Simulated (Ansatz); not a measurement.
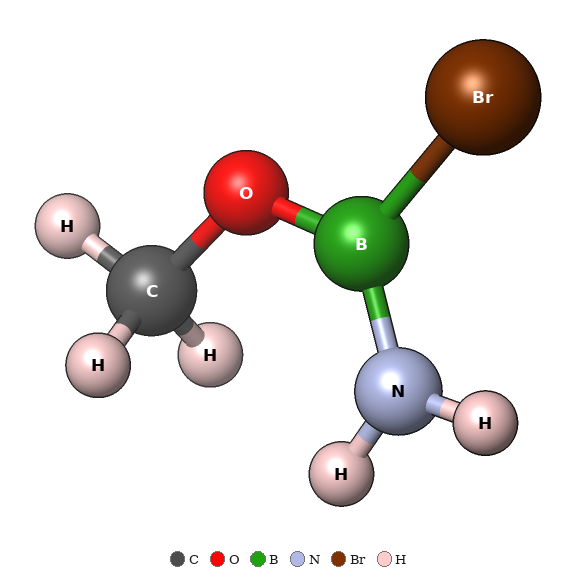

The picture shows a molecular structure as a ball-and-stick model.

The geometry was computed by an optimisation with PBE0-D4/def2-TZVP.

What does the picture show?

The molecule is CH₅BBrNO. Its SMILES string is `COB(N)Br`. It has no ring. This geometry has Cs symmetry. Coordination: 1 C tetrahedral; 1 O bent; 1 B trigonal planar; 1 N trigonal planar.

More results for the same structure follow; atom numbers are the same in all pictures, views and colours differ.

### Geometry

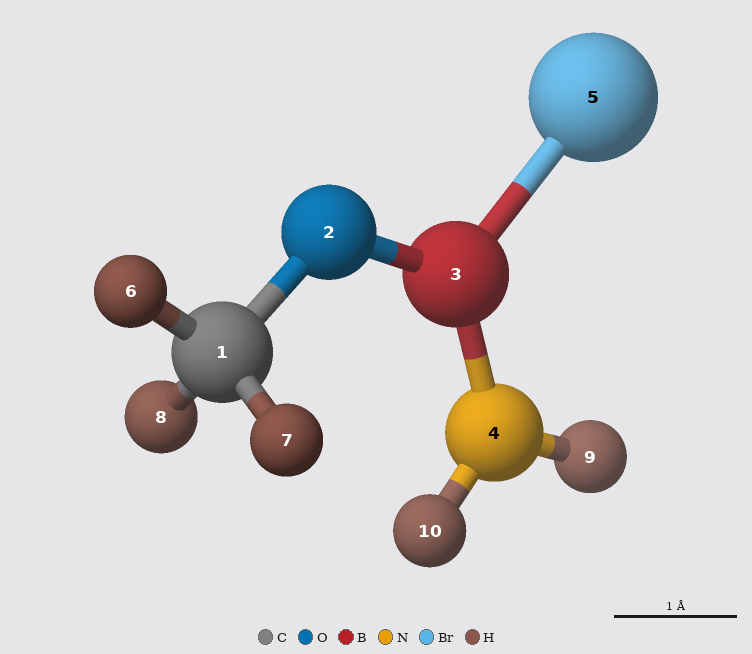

The atoms are numbered.

Give these bond angles: O2–C1–H6, O2–C1–H7, C1–O2–B3, O2–B3–N4, O2–B3–Br5, N4–B3–Br5, B3–N4–H9, B3–N4–H10.

```tsv
angle	degrees
O2–C1–H6	107.8
O2–C1–H7	111.3
C1–O2–B3	120.4
O2–B3–N4	125.2
O2–B3–Br5	116.3
N4–B3–Br5	118.5
B3–N4–H9	121.9
B3–N4–H10	123.6
```

### Charges

The questions are on Mulliken charges. Level of theory: RKS ωB97M-V/def2-TZVPP (Ansatz 0.2.0).

List the Mulliken charges.

```csv
atom,value (e)
C1,−0.21
O2,−0.27
B3,0.22
N4,−0.23
Br5,−0.14
H6,0.13
H7,0.12
H8,0.12
H9,0.14
H10,0.12
```

### Dipole moment

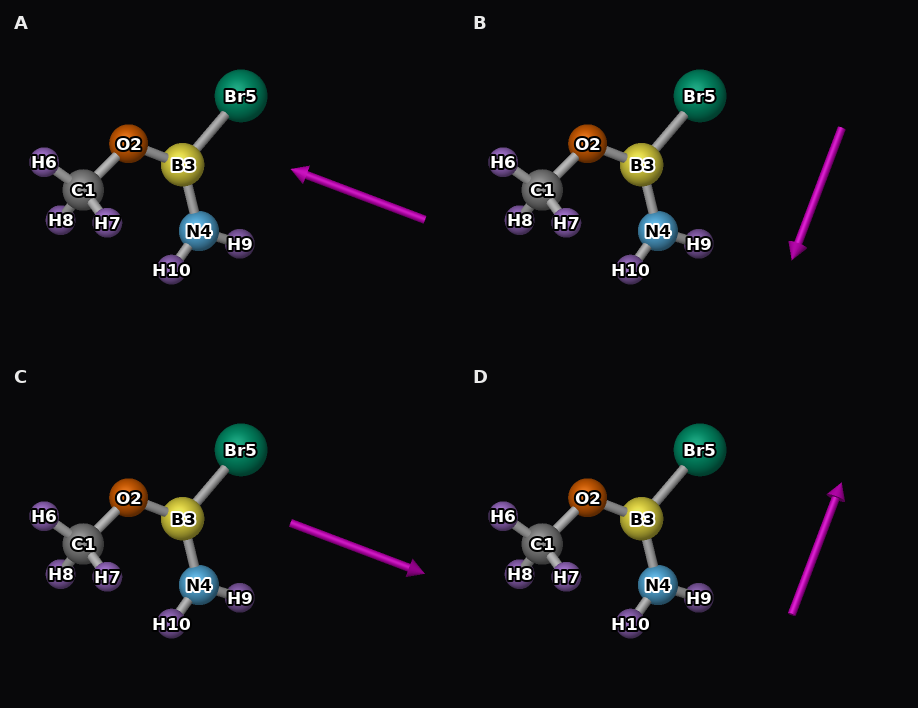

The same molecule four times, each with an arrow. Level of theory: RKS PBE0-D4/def2-TZVP (Ansatz 0.2.0).

Which arrow points along the dipole moment, from the negative to the positive end?

Answer. B. The dipole moment is 3.91 D; it points from the side of Br5 to the side of H7, H8, H10 (the outermost atoms at the two ends).

### Levels of theory compared

Program: Ansatz 0.2.0.

Tabulate HOMO–LUMO gap (eV) at these levels: BLYP-D4/def2-TZVPP; PBE0-D4/def2-SVP; PBE0-D4/def2-TZVPP; SPW92 (LDA)/def2-TZVPP; r2SCAN-D4/def2-TZVPP; r2SCANh-D4/def2-TZVPP; revPBE-D4/def2-TZVPP; ωB97M-V/def2-QZVPP; ωB97M-V/def2-TZVPP; ωB97X-V/def2-TZVPP.

```tsv
level	HOMO–LUMO gap (eV)
BLYP-D4/def2-TZVPP	6.18
PBE0-D4/def2-SVP	9.02
PBE0-D4/def2-TZVPP	8.48
SPW92 (LDA)/def2-TZVPP	6.37
r2SCAN-D4/def2-TZVPP	7.41
r2SCANh-D4/def2-TZVPP	8.13
revPBE-D4/def2-TZVPP	6.38
ωB97M-V/def2-QZVPP	11.56
ωB97M-V/def2-TZVPP	12.05
ωB97X-V/def2-TZVPP	12.65
```

### Vibrations

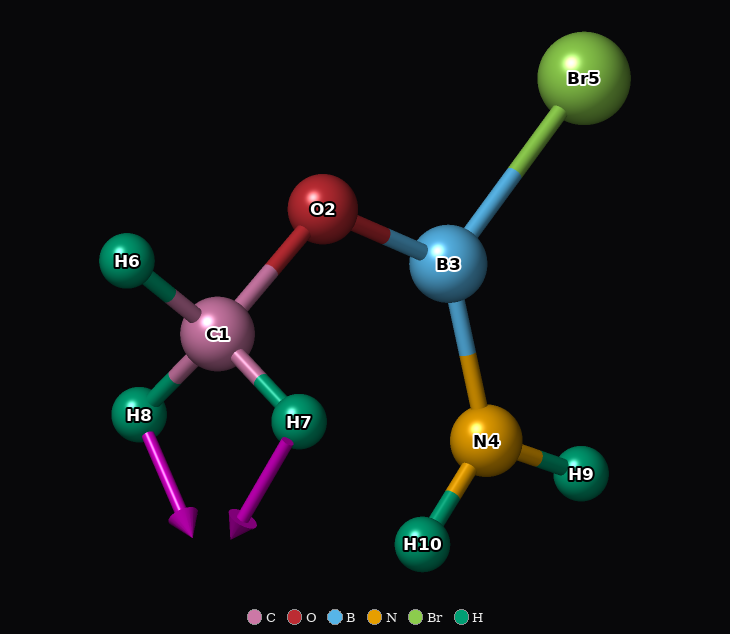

The arrows show one normal mode. Harmonic vibrations computed with RKS PBE0-D4/def2-TZVP (Ansatz 0.2.0) at a stationary point of the same level.

What kind of motion is it?

Answer. Mostly H–C–H bending.

Estimate its harmonic wavenumber.

Answer. 1494 cm⁻¹; it is mode 16 of 24 counted from the lowest.

Mulliken values depend strongly on the basis set and can even reverse the polarity of a bond.
